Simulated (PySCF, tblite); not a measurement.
# C6H3ClF2− (doublet): geometry, infrared bands and EPR parameters

Wanted: the infrared bands and EPR parameters of C6H3ClF2− (doublet) (`FC1=CC(Cl)=C(F)[CH][CH-]1`), by calculation.

Programs: tblite 0.8.0 and PySCF 2.14.0, with density-fitted response routines of our own. Each step states its level of theory. These are calculated values for one molecule in the gas phase, unless marked as measured. Atoms count from 0, in the outputs and in this text.

**1. Starting geometry**

12 atoms, charge -1, multiplicity 2; geometry from: force field or distance geometry start.

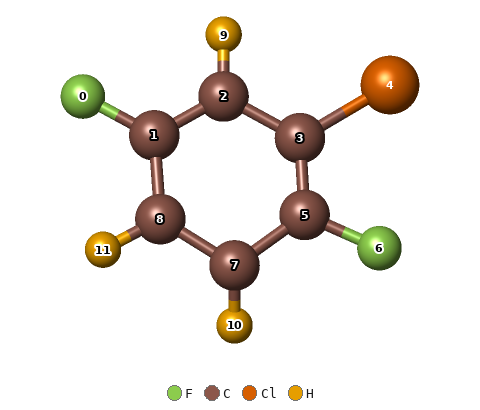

The starting geometry (fluorine green, carbon brown, chlorine orange, hydrogen amber), atoms numbered.

**2. Relaxing the molecule with GFN2-xTB**

The job: settings as JSON, then the geometry in Å.

```
{"job": {"kind": "relax", "xc": "GFN2-xTB", "basis": "xTB"}, "charge": -1, "multiplicity": 2}
F     -0.437500     2.761900    -0.238800
C     -0.250700     1.432900    -0.105100
C      0.982400     0.935600     0.046200
C      1.182000    -0.488200     0.187000
Cl     2.820700    -1.108200     0.384300
C      0.165400    -1.343100     0.197700
F      0.461800    -2.659800     0.344400
C     -1.243300    -0.955900     0.061500
C     -1.351700     0.485800    -0.088000
H      1.838400     1.574800     0.051800
H     -1.813500    -1.551100    -0.664200
H     -2.352800     0.914600    -0.202900
```

Started as:

```bash
OMP_NUM_THREADS=1 python probes_run.py task.json out
```

This one command runs all jobs of the session in turn.

Output:

```text
step      E/eV     max force
  0    -776.15754    4.995
  1    -776.50270    1.279
  2    -776.56702    0.914
  3    -776.63808    0.530
  4    -776.67590    0.539
  5    -776.70628    0.502
  6    -776.73191    0.576
  7    -776.76137    0.586
  8    -776.78837    0.518
  9    -776.80709    0.313
 10    -776.81766    0.345
 11    -776.82872    0.336
 12    -776.84228    0.430
 13    -776.85182    0.309
 14    -776.85600    0.227
 15    -776.85844    0.116
 16    -776.86106    0.149
 17    -776.86443    0.198
 18    -776.86696    0.157
 19    -776.86859    0.111
 20    -776.86991    0.110
 21    -776.87155    0.113
 22    -776.87352    0.137
 23    -776.87534    0.105
 24    -776.87665    0.093
 25    -776.87762    0.079
 26    -776.87840    0.073
 27    -776.87918    0.072
 28    -776.88041    0.130
 29    -776.88198    0.295
 30    -776.88423    0.178
 31    -776.88909    0.193
 32    -776.89148    0.200
 33    -776.89392    0.154
 34    -776.89627    0.125
 35    -776.90037    0.145
 36    -776.90303    0.157
 37    -776.90637    0.131
 38    -776.90859    0.128
 39    -776.91051    0.122
 40    -776.91234    0.140
 41    -776.91455    0.152
 42    -776.91663    0.130
 43    -776.91815    0.123
 44    -776.91947    0.097
 45    -776.92122    0.129
 46    -776.92325    0.141
 47    -776.92517    0.110
 48    -776.92685    0.134
 49    -776.92867    0.146
 50    -776.93082    0.124
 51    -776.93264    0.101
 52    -776.93358    0.075
 53    -776.93423    0.071
 54    -776.93491    0.068
 55    -776.93548    0.048
 56    -776.93588    0.047
 57    -776.93614    0.038
 58    -776.93636    0.039
 59    -776.93657    0.037
 60    -776.93673    0.031
 61    -776.93682    0.024
 62    -776.93689    0.024
 63    -776.93695    0.024
 64    -776.93701    0.020
 65    -776.93704    0.012
 66    -776.93705    0.008
```

Run time: 0.57 s. Hardware: 1 thread of AMD EPYC 7B13, shared host; peak memory 0.18 GiB.

Step by step: (not every step is listed)

```tsv
step	energy from step 0 (eV)	largest force (eV/Å)
0	0.0000	4.9947
1	-0.3452	1.2794
2	-0.4095	0.9144
3	-0.4805	0.5304
4	-0.5184	0.5394
5	-0.5487	0.5023
6	-0.5744	0.5759
7	-0.6038	0.5859
8	-0.6308	0.5184
13	-0.6943	0.3092
18	-0.7094	0.1570
23	-0.7178	0.1048
28	-0.7229	0.1296
33	-0.7364	0.1543
38	-0.7510	0.1276
43	-0.7606	0.1231
48	-0.7693	0.1336
53	-0.7767	0.0715
58	-0.7788	0.0394
61	-0.7793	0.0239
62	-0.7793	0.0240
63	-0.7794	0.0239
64	-0.7795	0.0198
65	-0.7795	0.0122
66	-0.7795	0.0081
```

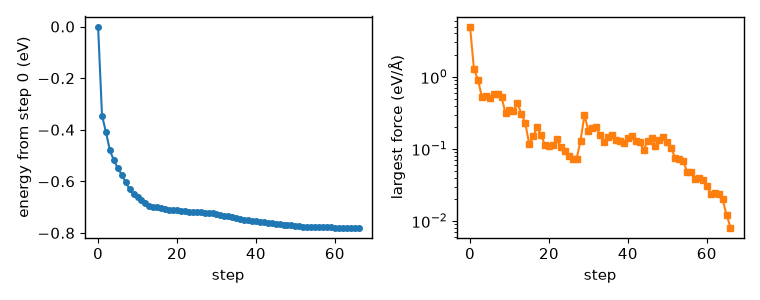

Energy and largest force along the relaxation.

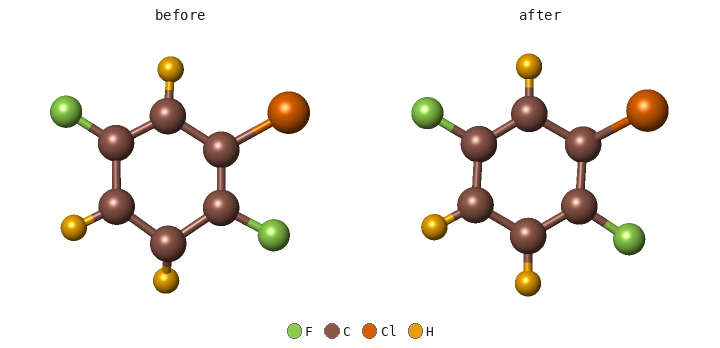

The geometry before (left) and after (right).

Close pairs (by a distance rule), those that changed most:

```tsv
bond	before (Å)	after (Å)	change (Å)
C3–Cl4	1.763	1.878	+0.115
C5–C7	1.467	1.364	-0.104
C3–C5	1.328	1.418	+0.090
C1–C8	1.452	1.394	-0.058
C7–C8	1.453	1.409	-0.044
F0–C1	1.349	1.383	+0.034
C1–C2	1.338	1.363	+0.025
C5–F6	1.358	1.378	+0.021
```

The next job starts from the end point, and lists it.

**3. Infrared spectrum with GFN2-xTB**

The job: settings as JSON, then the geometry in Å.

```
{"job": {"kind": "ir", "xc": "GFN2-xTB", "basis": "xTB"}, "charge": -1, "multiplicity": 2}
F     -0.476606     2.711478    -0.141546
C     -0.247430     1.348793    -0.091895
C      1.042050     0.906070    -0.085763
C      1.318555    -0.499064    -0.095051
Cl     2.724136    -0.991279     1.049346
C      0.175909    -1.337007    -0.041433
F      0.357415    -2.703422    -0.044926
C     -1.106727    -0.877090    -0.091319
C     -1.359990     0.509077    -0.101070
H      1.863170     1.607409    -0.094812
H     -1.927734    -1.579976    -0.147929
H     -2.361549     0.904325    -0.139630
```

Output:

```text
mode    cm-1     km/mol
  1      82.2     24.26
  2     137.8      7.90
  3     168.3      1.55
  4     219.5     80.98
  5     321.1     35.31
  6     330.4     12.61
  7     358.4     11.54
  8     411.2     11.83
  9     437.0     32.23
 10     524.3     26.30
 11     573.5      4.94
 12     594.3     81.01
 13     645.4     24.93
 14     692.7    111.07
 15     767.9     35.07
 16     809.5     41.09
 17     827.9     11.49
 18     976.5     52.76
 19    1084.4     77.16
 20    1122.6    114.87
 21    1149.3     23.35
 22    1205.7     27.52
 23    1283.2     15.25
 24    1338.1     13.68
 25    1399.1    113.23
 26    1480.0     66.05
 27    1589.7    171.86
 28    3042.7     85.50
 29    3077.1     59.33
 30    3096.5     64.97
```

Wall time 0.5 s (1 thread of AMD EPYC 7B13, shared host); peak memory 0.18 GiB.

Which atoms move in the most intense modes:

```tsv
cm⁻¹	km/mol	atoms
220	81.0	Cl4 63 %, F0 11 %
594	81.0	C3 28 %, C8 16 %, C2 16 %, C7 16 %
693	111.1	F6 25 %, F0 24 %, C7 13 %, C8 11 %
1084	77.2	H10 24 %, C5 19 %, H11 15 %, H9 14 %
1123	114.9	H11 49 %, H9 18 %, C5 12 %
1399	113.2	C8 41 %, C1 34 %
1590	171.9	C7 30 %, C1 23 %, C5 20 %, C2 19 %
3043	85.5	H10 91 %
```

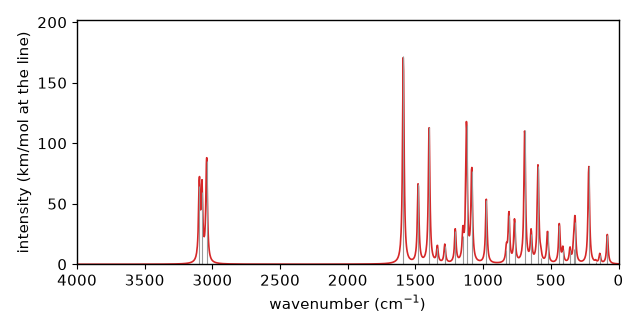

The infrared spectrum from these modes, unscaled. Lines are broadened to a width of 14 cm⁻¹ (Lorentzian).

**4. EPR parameters: B3LYP/pcH-1**

Settings changed since step 3:

```diff
@@ -1,2 +1,2 @@
-{"job": {"kind": "ir", "xc": "GFN2-xTB", "basis": "xTB"}, "charge": -1, "multiplicity": 2}
+{"job": {"kind": "epr", "basis": "pcH-1"}, "charge": -1, "multiplicity": 2}
 F     -0.476606     2.711478    -0.141546
```

Method: UKS B3LYP, pcH-1 on C Cl F H, non-relativistic, mean-field spin-orbit, GIAO.

Output:

```text
UKS, coarse grid
  cycle   1  E = -890.23114240  |g| = 5.16e-01
  cycle   2  E = -890.19020058  |g| = 6.65e-01
  cycle   3  E = -890.32821716  |g| = 8.69e-02
  cycle   4  E = -890.33090725  |g| = 3.98e-02
  cycle   5  E = -890.33156719  |g| = 9.95e-03
  cycle   6  E = -890.33161769  |g| = 5.05e-03
  cycle   7  E = -890.33163375  |g| = 1.38e-03
  cycle   8  E = -890.33163531  |g| = 1.37e-03
  cycle   9  E = -890.33163646  |g| = 4.12e-04
UKS, final grid
  cycle   1  E = -890.33163359  |g| = 7.93e-04
  cycle   2  E = -890.33163226  |g| = 1.73e-03
  cycle   3  E = -890.33163396  |g| = 1.06e-04
  cycle   4  E = -890.33163396  |g| = 3.32e-05
  cycle   5  E = -890.33163397  |g| = 2.12e-05
E = -890.33163397 Eh   <S^2> = 0.7595 (exact 0.7500)
g shifts (ppm)      1          2          3
  rmc          -201       -201       -201
  gc              3         -9          3
  oz_so       -2469       2255       2319
  total       -2666       2046       2122
hyperfine (MHz)  atom isotope    a_iso     a_fc   dipolar eigenvalues
    0   19F       7.10       7.14    -24.16      0.11     24.04
    1   13C       5.15       5.16     -9.22      2.68      6.54
    2   13C       3.91       3.89    -13.78    -11.57     25.35
    3   13C     383.71     383.60    -47.01    -38.07     85.09
    4  35Cl     119.71     119.49    -28.95    -25.81     54.77
    5   13C     -10.47     -10.49     -9.99     -6.07     16.06
    6   19F      74.78      74.52    -32.59    -19.92     52.52
    7   13C       2.98       3.00     -3.05     -1.74      4.79
    8   13C      21.14      21.16    -20.86    -19.20     40.06
    9    1H       8.42       8.40     -5.63     -3.14      8.77
   10    1H       9.36       9.37     -2.28     -1.06      3.34
   11    1H     -17.48     -17.49    -10.86      0.27     10.59
```

Run time: 64 s. Hardware: 1 thread of AMD EPYC 7B13, shared host; peak memory 1.1 GiB.

Principal g values 1.99965, 2.00436, 2.00444; g(iso) = 2.00282, against 2.00232 for a free electron.

Hyperfine couplings, nucleus by nucleus at this fixed geometry (no averaging over rotations):

```tsv
nuclei	isotope	a(iso) (MHz)	a(iso) (G, at g = 2.0023)	largest dipolar term (MHz)
C3	13C	383.7	136.9	85.1
Cl4	35Cl	119.7	42.7	54.8
F6	19F	74.8	26.7	52.5
C8	13C	21.1	7.5	40.1
H11	1H	-17.5	-6.2	-10.9
C5	13C	-10.5	-3.7	16.1
H10	1H	9.4	3.3	3.3
H9	1H	8.4	3.0	8.8
F0	19F	7.1	2.5	-24.2
C1	13C	5.2	1.8	-9.2
C2	13C	3.9	1.4	25.3
C7	13C	3.0	1.1	4.8
```

Mulliken spin populations:

```tsv
atom	value (e)
F0	0.00
C1	-0.05
C2	0.13
C3	0.50
Cl4	0.13
C5	0.03
F6	0.01
C7	0.00
C8	0.25
H9	0.00
H10	0.01
H11	-0.01
```

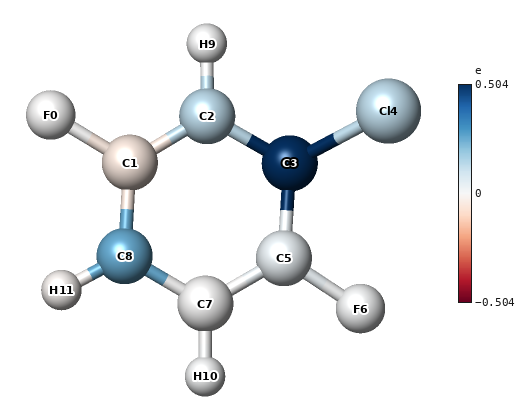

Mulliken spin populations, as colours on the atoms.

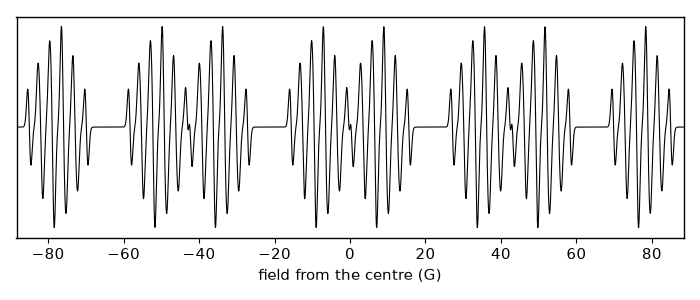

First-order isotropic spectrum (first derivative, main isotopes with spin only, couplings over 0.8 MHz, Gaussian width 0.4 G; couplings of the frozen geometry, rotation of groups not averaged beyond the rows shown).

Orbitals, density, ELF and potential are computed afterwards from the orbital file.

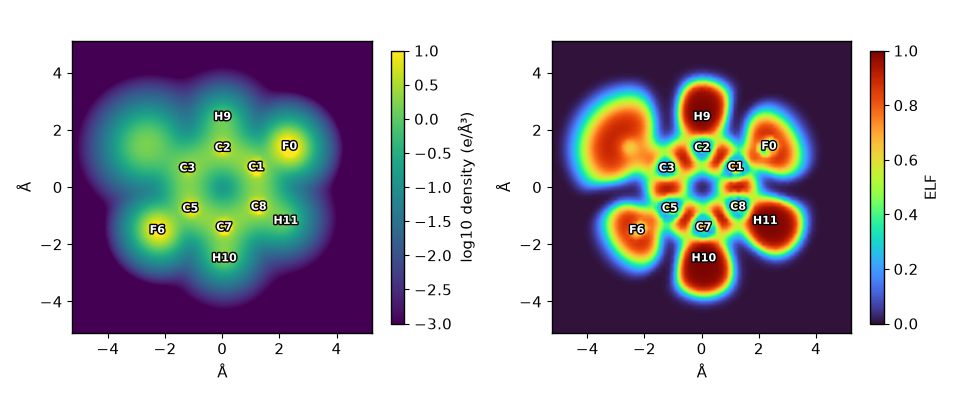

Density (left) and ELF (right) in a plane through or near 11 of the atoms.

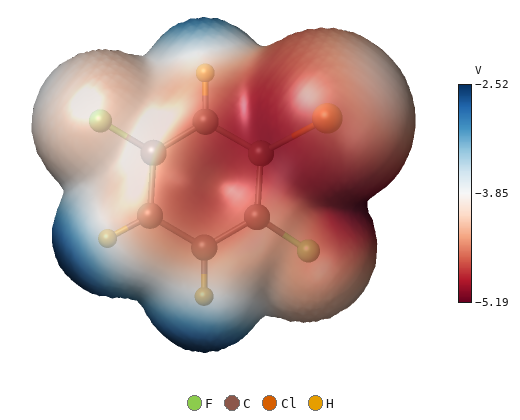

Electrostatic potential on the surface of density 0.002 e/bohr³; red is low, blue high. It runs from -5.19 V near F6 to -2.52 V near H10.

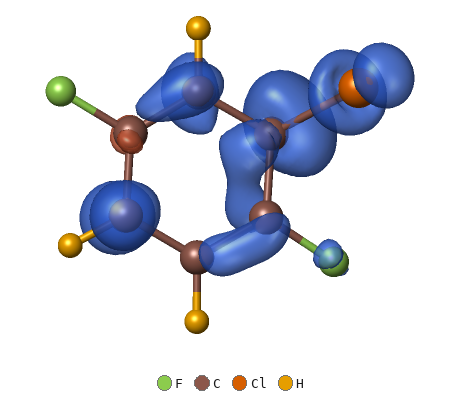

Spin density at ±0.03 e/Å³ (alpha excess blue, beta excess red).

**5. Results**

```
                                 quantity                  value
strongest single infrared mode (GFN2-xTB)  1590 cm⁻¹, 172 km/mol
             zero-point energy (GFN2-xTB)          42.5 kcal/mol
                           g(iso) (B3LYP)                2.00282
                                     ⟨S²⟩     0.759 (exact 0.75)
                           largest a(iso)   13C on C3, 383.7 MHz
```

Relaxing lowered the energy by 0.780 eV in 66 steps; the close pair that moved most is C3–Cl4, from 1.763 to 1.878 Å. No mode is imaginary among the 30: a minimum at this level. The strongest single mode, at 1590 cm⁻¹, is spread over several atoms, C7, C1, C5, C2 among them. GFN2-xTB is a fitted tight-binding method: band positions and strengths are rough. Its intensities can rank the bands wrongly. The largest share of the spin, 0.50 e, sits on C3. The isotropic g lies 0.5 ppt above the free-electron value. The records flag this anion as possibly unbound in the gas phase, so the basis may hold the extra electron. These values are for one conformer; the search (at its own cheap level) found 1 more, at 1.49 kcal/mol, and measured spectra average over such forms.
